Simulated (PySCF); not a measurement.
# Excited-state calculation, with input and output: InPH6 (part 1 of 2)

- system: InPH6
- method: NEVPT2/LANL08, RHF, core potentials lanl08 (PySCF 2.14.0)

The geometry comes from this level: PBE0-D4/def2-TZVP. Figures and captions count atoms from 1; the log counts them from 0 in places.

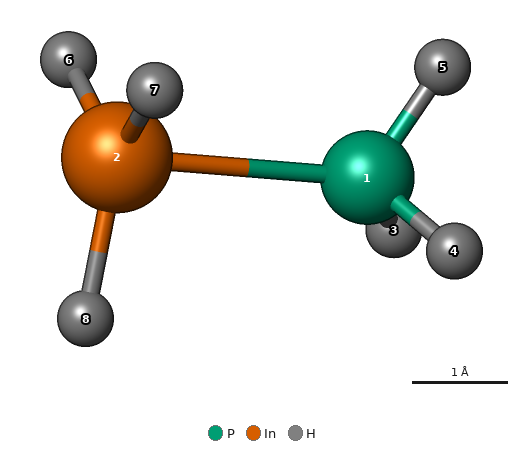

**Figure 1.** The structure as given in the input (ball-and-stick view, seen at a tilt; atoms are numbered from 1 in the order of the input). Sticks mark near contacts.

Input (input.py)
```python
import numpy
from pyscf import gto, scf, mcscf, mrpt

molecule = gto.M(
    atom=[
    ('P', (-0.593300, 0.062600, -1.026600)),
    ('In', (0.822000, -0.099900, 1.362800)),
    ('H', (-1.997500, -0.077200, -1.021800)),
    ('H', (-0.318900, -0.855700, -2.062100)),
    ('H', (-0.526800, 1.240500, -1.800800)),
    ('H', (0.023300, 1.240800, 2.111900)),
    ('H', (2.376100, 0.140700, 0.638900)),
    ('H', (0.307400, -1.708800, 1.741800)),
],
    basis={'default': 'lanl08', 'H': '6-311g**'},
    spin=0,
    ecp={'P': 'lanl08', 'In': 'lanl08'},
    max_memory=1860,
    cart=True,
    verbose=4,
    symmetry=True,
)

mf = scf.RHF(molecule)
mf = mf.density_fit(auxbasis='def2-universal-jkfit')
mf.level_shift = 0.1
mf.diis_space = 12
mf.kernel()

cas = mcscf.CASSCF(mf, 6, 6)
cas.fix_spin_(ss=0.0)
cas = cas.state_average_([1 / 3] * 3)
cas.kernel()
ci2 = mcscf.CASCI(mf, cas.ncas, cas.nelecas)
ci2.fix_spin_(ss=0.0)
ci2.fcisolver.nroots = 3
ci2.kernel(cas.mo_coeff)
states = [ci2.e_tot[i] + mrpt.NEVPT(ci2, root=i).kernel() for i in range(3)]
energy = states[0]
print('E(%s) = %.9f' % ('NEVPT2', energy))

roots = (numpy.array(states[1:]) - states[0]) * 27.211386
print('state  energy (Eh)  excitation (eV)')
for i, e in enumerate(states):
    print('%3d %16.8f %9.4f' % (i, e, (e - states[0]) * 27.211386))
```

Machine: 1 thread of Arm Neoverse V2, 24 GiB of memory available, shared host.

Launched with:
```bash
OMP_NUM_THREADS=1 python input.py
```

The program's output
```
PySCF version 2.14.0

[INPUT] num. atoms = 8
[INPUT] num. electrons = 14
[INPUT] charge = 0
[INPUT] spin (= nelec alpha-beta = 2S) = 0
[INPUT] symmetry True subgroup None
[INPUT] Mole.unit = angstrom
[INPUT] Cartesian GTO integrals (6d 10f)
[INPUT] Symbol           X                Y                Z      unit          X                Y                Z       unit  Magmom
[INPUT]  1 P     -0.593300000000   0.062600000000  -1.026600000000 AA   -1.121174509704   0.118296855398  -1.939992839478 Bohr   0.0
[INPUT]  2 In     0.822000000000  -0.099900000000   1.362800000000 AA    1.553354874392  -0.188783639844   2.575318762557 Bohr   0.0
[INPUT]  3 H     -1.997500000000  -0.077200000000  -1.021800000000 AA   -3.774727933819  -0.145886856816  -1.930922154081 Bohr   0.0
[INPUT]  4 H     -0.318900000000  -0.855700000000  -2.062100000000 AA   -0.602633661124  -1.617038644790  -3.896804241466 Bohr   0.0
[INPUT]  5 H     -0.526800000000   1.240500000000  -1.800800000000 AA   -0.995507722421   2.344205257523  -3.403018805117 Bohr   0.0
[INPUT]  6 H      0.023300000000   1.240800000000   2.111900000000 AA    0.044030618702   2.344772175360   3.990912602469 Bohr   0.0
[INPUT]  7 H      2.376100000000   0.140700000000   0.638900000000 AA    4.490178244579   0.265884465726   1.207346020985 Bohr   0.0
[INPUT]  8 H      0.307400000000  -1.708800000000   1.741800000000 AA    0.580901810691  -3.229164001657   3.291524963767 Bohr   0.0

nuclear repulsion = 17.2721298529648
point group symmetry = C1
symmetry origin: [0. 0. 0.]
symmetry axis x: [1. 0. 0.]
symmetry axis y: [0. 1. 0.]
symmetry axis z: [0. 0. 1.]
num. orbitals of irrep A = 60
number of shells = 36
number of NR pGTOs = 72
number of NR cGTOs = 60
basis = {'default': 'lanl08', 'H': '6-311g**'}
ecp = {'P': 'lanl08', 'In': 'lanl08'}

******** <class 'pyscf.df.df_jk.DFRHF'> ********
method = DFRHF
initial guess = minao
damping factor = 0
level_shift factor = 0.1
DIIS = <class 'pyscf.scf.diis.CDIIS'>
diis_start_cycle = 1
diis_space = 12
diis_damp = 0
SCF conv_tol = 1e-09
SCF conv_tol_grad = None
SCF max_cycles = 50
direct_scf = False
Set gradient conv threshold to 3.16228e-05
Initial guess from minao.
******** <class 'pyscf.df.df.DF'> ********
auxbasis = def2-universal-jkfit
init E= -1.03925124955435
  HOMO = -0.297418429088101  LUMO = 0.103973055623664  gap/eV = 10.92242
cycle= 1 E= -11.511445266121  delta_E= -10.5  |g|= 0.574  |ddm|= 13.2
  HOMO = -0.3705734025175  LUMO = 0.16935638763858  gap/eV = 14.69224
cycle= 2 E= -11.5561231837704  delta_E= -0.0447  |g|= 0.0623  |ddm|= 0.603
  HOMO = -0.380646503824568  LUMO = 0.179918275424755  gap/eV = 15.25374
cycle= 3 E= -11.5586603495418  delta_E= -0.00254  |g|= 0.0209  |ddm|= 0.164
  HOMO = -0.383701036069167  LUMO = 0.178869680495727  gap/eV = 15.30833
cycle= 4 E= -11.5590033238685  delta_E= -0.000343  |g|= 0.00513  |ddm|= 0.0671
  HOMO = -0.38373828500666  LUMO = 0.17912794214778  gap/eV = 15.31637
cycle= 5 E= -11.5590290610938  delta_E= -2.57e-05  |g|= 0.00128  |ddm|= 0.018
  HOMO = -0.383870007146488  LUMO = 0.179022750074302  gap/eV = 15.31709
cycle= 6 E= -11.5590309545047  delta_E= -1.89e-06  |g|= 0.000253  |ddm|= 0.00529
  HOMO = -0.383877521449736  LUMO = 0.179023444684157  gap/eV = 15.31732
cycle= 7 E= -11.5590310392837  delta_E= -8.48e-08  |g|= 5.83e-05  |ddm|= 0.0012
  HOMO = -0.383882766265064  LUMO = 0.179021070908117  gap/eV = 15.31739
cycle= 8 E= -11.5590310440369  delta_E= -4.75e-09  |g|= 1.14e-05  |ddm|= 0.000322
  HOMO = -0.383882303828361  LUMO = 0.179021256496803  gap/eV = 15.31739
cycle= 9 E= -11.5590310442203  delta_E= -1.83e-10  |g|= 2.15e-06  |ddm|= 6.4e-05
  HOMO = -0.383882294603942  LUMO = 0.079021265154235  gap/eV = 12.59625
```

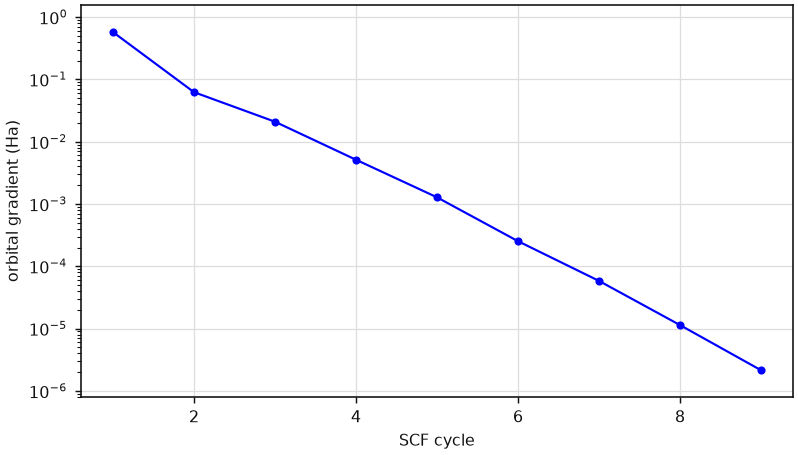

**Figure 2.** Convergence of the self-consistent field: orbital gradient against the SCF cycle. The residual falls at every step.

```
Extra cycle  E= -11.5590310442261  delta_E= -5.73e-12  |g|= 7.45e-07  |ddm|= 1.14e-05
converged SCF energy = -11.5590310442261

******** <class 'pyscf.mcscf.addons.StateAverageDFCASSCF'> ********
CAS (3e+3e, 6o), ncore = 4, nvir = 50
max_cycle_macro = 50
max_cycle_micro = 4
conv_tol = 1e-07
conv_tol_grad = None
orbital rotation max_stepsize = 0.02
orbital rotation threshold for CI restart = 0.01
augmented hessian ah_max_cycle = 30
augmented hessian ah_conv_tol = 1e-12
augmented hessian ah_linear dependence = 1e-14
augmented hessian ah_level shift = 1e-08
augmented hessian ah_start_tol = 2.5
augmented hessian ah_start_cycle = 3
augmented hessian ah_grad_trust_region = 3
kf_trust_region = 3
kf_interval = 4
ci_response_space = 4
ci_grad_trust_region = 3
with_dep4 0
natorb = False
canonicalization = True
sorting_mo_energy = False
ao2mo_level = 2
internal_rotation = False
******** <class 'pyscf.mcscf.addons.StateAverageSpinPenaltyFCISolver'> ********
max. cycles = 50
conv_tol = 1e-08
davidson only = True
linear dependence = 1e-12
level shift = 0.001
max iter space = 12
nroots = 3
pspace_size = 400
spin = None
State-average over 3 states with weights [0.3333333333333333, 0.3333333333333333, 0.3333333333333333]
DFCASCI/DFCASSCF: density fitting for JK matrix and 2e integral transformation
CASCI E = -11.3730870136068  S^2 = 0.0000000
Set conv_tol_grad to 0.000316228
macro iter   1 ( 21 JK    4 micro), CASSCF E = -11.3914848893083  dE = -1.83978757e-02  S^2 = 0.0000000
               |grad[o]|=0.0736  |ddm|=0.0334  |maxRot[o]|=0.302
macro iter   2 ( 21 JK    4 micro), CASSCF E = -11.3994202226138  dE = -7.93533331e-03  S^2 = 0.0000000
               |grad[o]|=0.0322  |ddm|=0.0137  |maxRot[o]|=0.238
macro iter   3 ( 21 JK    4 micro), CASSCF E = -11.4099128518545  dE = -1.04926292e-02  S^2 = 0.0000000
               |grad[o]|=0.0166  |ddm|=0.0369  |maxRot[o]|=0.268
macro iter   4 ( 21 JK    4 micro), CASSCF E = -11.4230542777068  dE = -1.31414259e-02  S^2 = 0.0000000
               |grad[o]|=0.0228  |ddm|=0.0375  |maxRot[o]|=0.294
macro iter   5 ( 20 JK    4 micro), CASSCF E = -11.4254300237090  dE = -2.37574600e-03  S^2 = 0.0000000
               |grad[o]|=0.011  |ddm|=0.0152  |maxRot[o]|=0.123
macro iter   6 ( 21 JK    4 micro), CASSCF E = -11.4256919544099  dE = -2.61930701e-04  S^2 = 0.0000000
               |grad[o]|=0.00423  |ddm|=0.00739  |maxRot[o]|=0.0351
macro iter   7 ( 20 JK    4 micro), CASSCF E = -11.4257818634030  dE = -8.99089931e-05  S^2 = 0.0000000
               |grad[o]|=0.00318  |ddm|=0.00585  |maxRot[o]|= 0.02
macro iter   8 ( 18 JK    4 micro), CASSCF E = -11.4258594849604  dE = -7.76215574e-05  S^2 = 0.0000000
               |grad[o]|=0.00279  |ddm|=0.00451  |maxRot[o]|= 0.02
macro iter   9 ( 15 JK    4 micro), CASSCF E = -11.4258940361545  dE = -3.45511941e-05  S^2 = 0.0000000
               |grad[o]|=0.00238  |ddm|=0.0042  |maxRot[o]|=0.0106
macro iter  10 ( 14 JK    4 micro), CASSCF E = -11.4259589049844  dE = -6.48688300e-05  S^2 = 0.0000000
               |grad[o]|=0.00225  |ddm|=0.00333  |maxRot[o]|=0.0228
macro iter  11 (  9 JK    3 micro), CASSCF E = -11.4260228037069  dE = -6.38987225e-05  S^2 = 0.0000000
               |grad[o]|=0.00163  |ddm|=0.00206  |maxRot[o]|=0.0404
macro iter  12 (  3 JK    1 micro), CASSCF E = -11.4260297172545  dE = -6.91354753e-06  S^2 = 0.0000000
               |grad[o]|=0.000496  |ddm|=0.000931  |maxRot[o]|=0.0171
macro iter  13 (  5 JK    2 micro), CASSCF E = -11.4260298215665  dE = -1.04311997e-07  S^2 = 0.0000000
               |grad[o]|=0.00016  |ddm|=0.000148  |maxRot[o]|=0.00131
macro iter  14 (  1 JK    1 micro), CASSCF E = -11.4260298228491  dE = -1.28266109e-09  S^2 = 0.0000000
               |grad[o]|=2.05e-05  |ddm|=2.67e-05  |maxRot[o]|=    0
1-step CASSCF converged in  14 macro (210 JK  47 micro) steps
CASSCF canonicalization
Density matrix diagonal elements [1.96832575 1.6405836  1.63638773 0.66843048 0.03188988 0.05438256]
CASSCF energy = -11.4260298228491
CASCI E = -11.4260298228491  E(CI) = -6.39796823210575  S^2 = 0.0000000
CASCI state-averaged energy = -11.4260298228491
CASCI energy for each state
  State 0 weight 0.333333  E = -11.5869979367129 S^2 = 0.0000000
  State 1 weight 0.333333  E = -11.3504282929068 S^2 = 0.0000000
  State 2 weight 0.333333  E = -11.3406632389277 S^2 = 0.0000000

******** <class 'pyscf.mcscf.df.DFCASCI'> ********
CAS (3e+3e, 6o), ncore = 4, nvir = 50
natorb = False
canonicalization = True
sorting_mo_energy = False
******** <class 'pyscf.fci.addons.SpinPenaltyFCISolver'> ********
max. cycles = 200
conv_tol = 1e-08
davidson only = True
linear dependence = 1e-12
level shift = 0.001
max iter space = 12
nroots = 3
pspace_size = 400
spin = None
DFCASCI/DFCASSCF: density fitting for JK matrix and 2e integral transformation

WARN: Mulitple states found in CASCI solver. First state is used to compute the Fock matrix and natural orbitals in active space.

Density matrix diagonal elements [1.98441223 1.9775171  1.97393825 0.00448003 0.02430257 0.03534983]
CASCI converged
CASCI state   0  E = -11.5869979360496  E(CI) = -6.55893634530619  S^2 = 0.0000000
CASCI state   1  E = -11.3504282919874  E(CI) = -6.32236670124398  S^2 = 0.0000000
CASCI state   2  E = -11.3406632394751  E(CI) = -6.31260164873168  S^2 = 0.0000000

******** <class 'pyscf.mrpt.nevpt2.NEVPT'> ********
NEVPT2 (3e+3e, 6o), ncore = 4, nvir = 50
root = 0
Natural occ [1.99849584 1.9740082  1.96523838 0.03644667 0.02380173 0.00200918]
Natural orbital (expansion on meta-Lowdin AOs) in CAS space
               #1        #2        #3        #4        #5
0  P 3s         -0.06838  -0.09447   0.00218  -0.08583  -0.00813
0  P 4s         -0.02082  -0.02766   0.00199  -0.02671  -0.00796
0  P 5s          0.04111   0.05847  -0.00060   0.09679   0.00217
0  P 3px        -0.00187   0.00271   0.00173   0.00111   0.00074
0  P 3py         0.01715   0.02223   0.00097   0.02150   0.00062
0  P 3pz        -0.04655  -0.04025  -0.03223  -0.00591   0.09919
0  P 4px        -0.01312   0.00559   0.01610   0.02312  -0.06693
0  P 4py         0.07076   0.10761  -0.00953   0.12718   0.03957
0  P 4pz        -0.02267  -0.00669  -0.02157   0.00412   0.07474
0  P 5px         0.01735  -0.01464  -0.01982  -0.02810   0.06295
0  P 5py         0.00476  -0.00617   0.01140  -0.00826  -0.03599
0  P 5pz        -0.01180   0.00961  -0.02095   0.02039   0.06807
1 In 5s          0.42605   0.46886   0.00264   0.58776  -0.00881
1 In 6s         -0.04729  -0.06010   0.00166  -0.03556  -0.00672
1 In 7s         -0.04216  -0.05009  -0.00177  -0.27184   0.00690
1 In 5px         0.00009   0.00549  -0.00249  -0.01734  -0.06823
1 In 5py         0.00319  -0.00342  -0.00207   0.02699  -0.06151
1 In 5pz         0.00563   0.00467   0.00103   0.01273   0.03742
1 In 6px         0.03307  -0.04824   0.07826  -0.05726  -0.16342
1 In 6py        -0.06210   0.05906   0.06967   0.06696  -0.14478
1 In 6pz        -0.04181   0.00893  -0.04095   0.00501   0.08403
1 In 7px         0.04519  -0.10552   0.15732  -0.17256  -0.48795
1 In 7py        -0.11132   0.11045   0.14039   0.17774  -0.43491
1 In 7pz        -0.09142  -0.00312  -0.07942  -0.01857   0.24254
2  H 1s          0.01548  -0.02432   0.03884  -0.04098  -0.07336
2  H 2s         -0.01422  -0.01640   0.00052  -0.00969  -0.00620
2  H 3s         -0.00661   0.00110  -0.01057   0.00304   0.03355
2  H 2px         0.00753   0.00221   0.00773   0.00459  -0.01999
2  H 2py         0.00154  -0.00157   0.00057  -0.00123  -0.00329
2  H 2pz         0.01032   0.01435  -0.00099   0.01781   0.00435
3  H 1s         -0.05445  -0.01755  -0.00204  -0.02535   0.00726
3  H 2s         -0.00456   0.00033   0.00226   0.01236  -0.00899
3  H 3s          0.01253   0.00621   0.00051   0.00351  -0.00209
3  H 2px         0.00281   0.00509  -0.00381   0.00744   0.01263
3  H 2py        -0.01275  -0.01206  -0.00143  -0.01148   0.00338
3  H 2pz        -0.00350   0.00122  -0.00041   0.00408   0.00318
4  H 1s         -0.00441  -0.04264  -0.02940  -0.04719   0.03927
4  H 2s         -0.00215  -0.00579  -0.00368  -0.00157   0.01841
4  H 3s          0.00352   0.01048   0.00552   0.01028  -0.01310
4  H 2px        -0.00141   0.00347  -0.00303   0.00617   0.01084
4  H 2py         0.00805   0.01373   0.00293   0.01163  -0.00159
4  H 2pz         0.00544   0.00432  -0.00085   0.00941  -0.00252
5  H 1s         -0.86760   0.22070   0.00062   0.27023  -0.00212
5  H 2s          0.05685  -0.04705  -0.00089  -0.04234   0.00343
5  H 3s          0.05707  -0.03532  -0.00033  -0.06156   0.00124
5  H 2px        -0.02815   0.00903   0.02058   0.01495  -0.06470
5  H 2py         0.04845  -0.01960   0.01800  -0.03217  -0.05632
5  H 2pz         0.02818  -0.01612  -0.01112  -0.02613   0.03507
6  H 1s          0.00096  -0.57284   0.67397   0.39020   0.20032
6  H 2s         -0.02072   0.02856  -0.06722   0.20006   0.37194
6  H 3s         -0.01705   0.02698  -0.05455   0.02755   0.12664
6  H 2px        -0.00752   0.03279  -0.05358  -0.01457   0.05016
6  H 2py        -0.01628   0.02017   0.00637   0.01568  -0.04179
6  H 2pz        -0.00136  -0.01441   0.02181   0.00271  -0.02456
7  H 1s          0.00223  -0.57131  -0.67403   0.39072  -0.20129
7  H 2s         -0.02450   0.02512   0.06781   0.19757  -0.37422
7  H 3s         -0.01640   0.02756   0.05355   0.02811  -0.12260
7  H 2px         0.01271  -0.02359  -0.00318  -0.01278  -0.02687
7  H 2py         0.00208  -0.02999  -0.05689   0.01736   0.06172
7  H 2pz        -0.01291   0.01498   0.00873   0.00128   0.01101
               #6
0  P 3s         -0.11326
0  P 4s          0.08718
0  P 5s          0.28531
0  P 3px         0.00112
0  P 3py         0.03054
0  P 3pz         0.02146
0  P 4px         0.01082
0  P 4py         0.07759
0  P 4pz         0.05583
0  P 5px        -0.01787
0  P 5py         0.12434
0  P 5pz         0.08701
1 In 5s          0.02258
1 In 6s         -0.13183
1 In 7s          0.05724
1 In 5px         0.01913
1 In 5py         0.00328
1 In 5pz         0.04145
1 In 6px        -0.01853
1 In 6py         0.01176
1 In 6pz        -0.01509
1 In 7px         0.41463
1 In 7py        -0.00556
1 In 7pz         0.76349
2  H 1s         -0.11892
2  H 2s          0.08094
2  H 3s         -0.00356
2  H 2px         0.02064
2  H 2py        -0.00089
2  H 2pz         0.03058
3  H 1s         -0.09382
3  H 2s          0.07854
3  H 3s         -0.01224
3  H 2px         0.01843
3  H 2py         0.00165
3  H 2pz         0.03240
4  H 1s         -0.10568
4  H 2s          0.07476
4  H 3s         -0.00871
4  H 2px         0.01953
4  H 2py        -0.00586
4  H 2pz         0.03377
5  H 1s         -0.01976
5  H 2s          0.00198
5  H 3s          0.02760
5  H 2px         0.04169
5  H 2py        -0.00777
5  H 2pz         0.06511
6  H 1s          0.01046
6  H 2s          0.04998
6  H 3s          0.04193
6  H 2px         0.04126
6  H 2py         0.00069
6  H 2pz         0.06615
7  H 1s          0.00969
7  H 2s          0.05214
7  H 3s          0.04191
7  H 2px         0.03515
7  H 2py        -0.00516
7  H 2pz         0.06999
<CAS-nat-orb|mo-hf>  5      4       -0.53914543
<CAS-nat-orb|mo-hf>  5      5        0.40373878
<CAS-nat-orb|mo-hf>  5      6       -0.56348785
<CAS-nat-orb|mo-hf>  5      7        0.47781825
<CAS-nat-orb|mo-hf>  6      4       -0.56895806
<CAS-nat-orb|mo-hf>  6      5        0.47139175
```
